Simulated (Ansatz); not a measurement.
**A computed series for Hf: pressure series**

The reference is Hf in the hcp (Mg type) structure (space group P6_3/mmc, No. 194).

```yaml
crystal:
  lattice:
    - [3.11785, 0.00000, 0.00000]
    - [-1.55893, 2.70014, 0.00000]
    - [0.00000, 0.00000, 4.94631]
  atoms:
    - { symbol: Hf, position: [0.66667, 0.33333, 0.75000] }
    - { symbol: Hf, position: [0.33333, 0.66667, 0.25000] }
```

Cell and atoms are relaxed at each pressure.

All numbers come from LDA (Ansatz, a first-principles code), spin-orbit coupling left out.

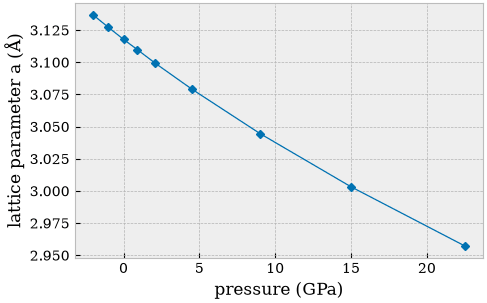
Fig. 1. Lattice parameter a against pressure

Task: From the plot, what is the lattice parameter a for pressure 9 GPa?

Result: About 3.04 Å.

Task: Is the trend monotonic over the range shown?

Result: Yes, it falls throughout, spanning 2.957 Å to 3.137 Å.

Load acts through the strain it causes; cell and atoms are relaxed under it. Stability against distortions was not tested. Competing high-pressure phases were not computed. The final runs are not spin-polarised.
